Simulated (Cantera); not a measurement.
Feed: 1 mol Zr, 5.7 mol N₂O, a varied amount of NH₃, at 2148.15 K and 5.00 Pa.

Equilibrium computed with Cantera from the NASA thermochemical tables; the gas is ideal and each condensed phase is pure. Candidate condensed phases: H₂O, Zr, ZrN, ZrO₂; 28 gas species. Equilibrium is a limit: real reactors are often held back by kinetics, nucleation or transport.

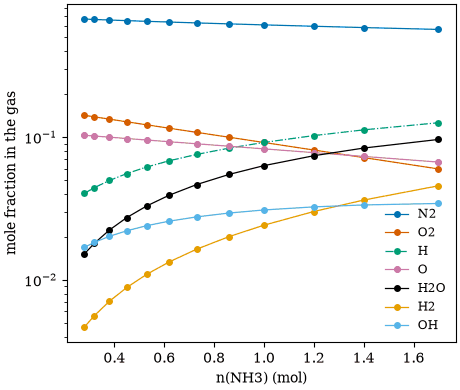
Fig. 1. Equilibrium gas composition (values under 1e-9 drawn at 1e-9)

Read off the mole fractions at 0.73 mol NH₃.

N₂ about 0.63, O₂ about 0.11, O about 0.090, H about 0.075, H₂O about 0.046, OH about 0.028, H₂ about 0.016.
